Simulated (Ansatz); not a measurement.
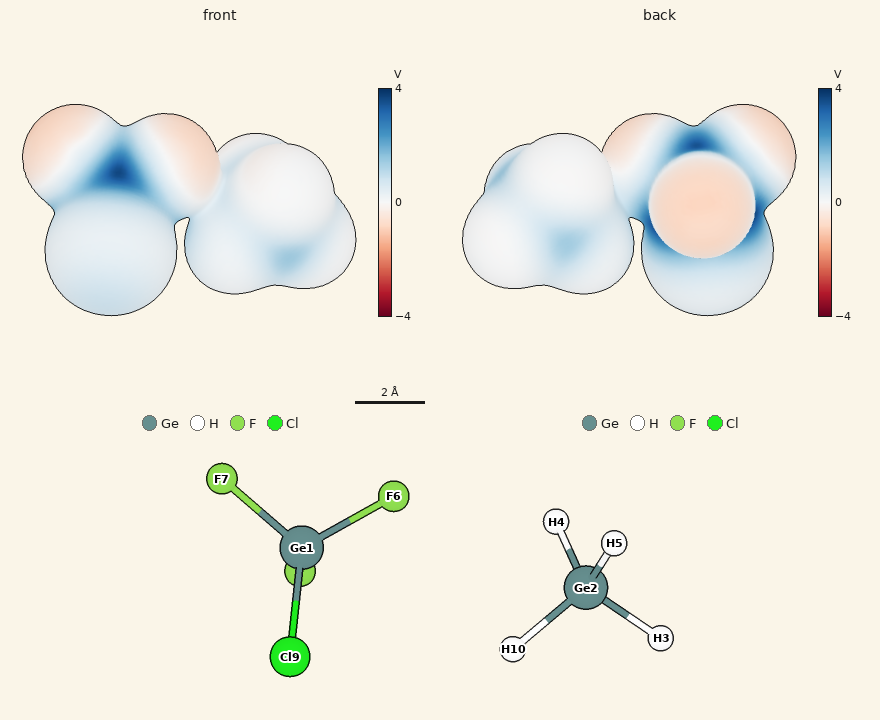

Figure 1: ClF3Ge···GeH4. The molecular electrostatic potential painted on the density surface at 0.002 e/bohr³, seen from the front and from behind; red is negative and blue positive. The bare structure is drawn below in the same view.

Theory: Ansatz 0.2.0, RHF/def2-SVP.

```yaml
atoms:
  - { symbol: Ge, position_ang: [-0.6554, 0.2607, -0.8924] }
  - { symbol: Ge, position_ang: [-0.0798, -0.2760, 3.6351] }
  - { symbol: H, position_ang: [-0.4218, -0.9272, 4.9825] }
  - { symbol: H, position_ang: [1.0793, -1.0330, 2.9803] }
  - { symbol: H, position_ang: [0.3107, 1.1896, 3.8590] }
  - { symbol: F, position_ang: [0.3180, 0.9139, 0.3210] }
  - { symbol: F, position_ang: [0.0193, 0.7041, -2.3713] }
  - { symbol: F, position_ang: [-0.5538, -1.4161, -0.7710] }
  - { symbol: Cl, position_ang: [-2.6290, 0.9250, -0.7252] }
  - { symbol: H, position_ang: [-1.3146, -0.3408, 2.7241] }
```

Which sites attract a positive test charge, and which a negative one?

Answer. A positive charge is drawn to the negative regions and a negative charge to the positive ones. The most negative region (about −0.8 V) lies over F7 and F8, the most positive (about +3.4 V) over Ge1. Cl9 shows a σ-hole: about +0.8 V at the tip opposite its bond, against about +0.3 V on its flanks.
